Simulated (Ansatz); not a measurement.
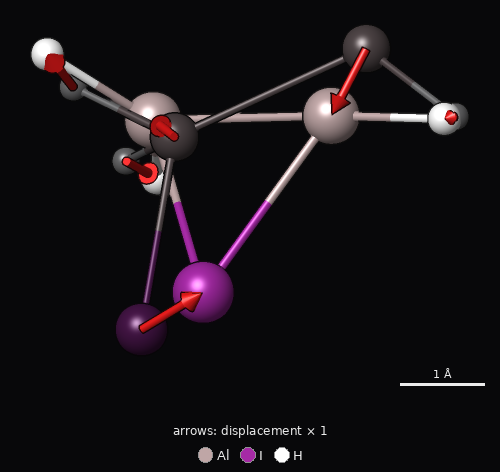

A relaxation of Al$_{2}$H$_{3}$I. The starting structure is drawn faded, the final one solid; red arrows show the displacements, at their true length. The two geometries are superimposed by the best rigid fit.

Style: ball-and-stick. Shown at a tilt.

It is one of the separated reactants of a reaction.

All numbers below come from RKS PBE-D4/def2-SVP (Ansatz). Set-up: force threshold 0.03 eV/Å; at most 250 steps.

**Describe the change and its energy.**

After 12 geometry steps the energy has fallen by 3.424 eV. The largest force component goes from 2.5 to 0.025 eV/Å. The atom that moves furthest after the best rigid fit is the I atom (0.96 Å). Largest moves by element: I 0.96 Å, Al 0.91 Å, H 0.90 Å. Some distances before and after: Al–I 4.326 → 2.683 Å, Al–I 2.494 → 2.880 Å, Al–Al 2.599 → 2.517 Å, Al–H 1.520 → 1.601 Å. Among the angles between lasting bonds that change: H–Al–H 46.2° → 124.1°, Al–Al–H 120.2° → 177.4°, Al–Al–I 116.3° → 59.2°. The run took 7 s on 2 threads of AMD EPYC 9B45 (shared host).
